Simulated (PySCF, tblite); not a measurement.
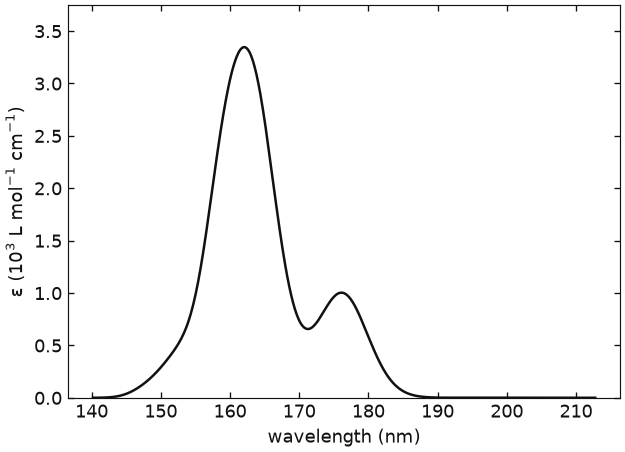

Vertical TDDFT excitations, CAM-B3LYP/def2-SVPD with PySCF, at a GFN2-xTB geometry (a minimum by its frequencies), gas phase. Only the first 8 singlet excitations are included; each is broadened by a Gaussian of 1/e half-width 0.20 eV.

Which molecule gives this spectrum?
A. C₄H₅BrGeO, SMILES C#C[C@@H]1C[O][Ge@@H]1[Br], singlet
B. C₂H₆F₂N₂Si₂, SMILES N#CC(F)(F)[SiH2][SiH2]N
C. CH₁₀AsNSi₃, SMILES CN1[SiH2][As]([SiH3])[SiH2]1
D. C₃H₆Cl₂F₂Si, SMILES FC[C@H]([SiH2]F)C(Cl)Cl

D. Its lowest singlet lies at 7.03 eV (f = 0.009) and the brightest of those computed is S4 at 7.58 eV (164 nm), f = 0.030, mixed, the largest part being HOMO → LUMO+1 (22 %).

Note: the tight-binding geometry is rougher than a DFT one and adds to the error; one conformer of a flexible molecule; core orbitals are frozen in the response.
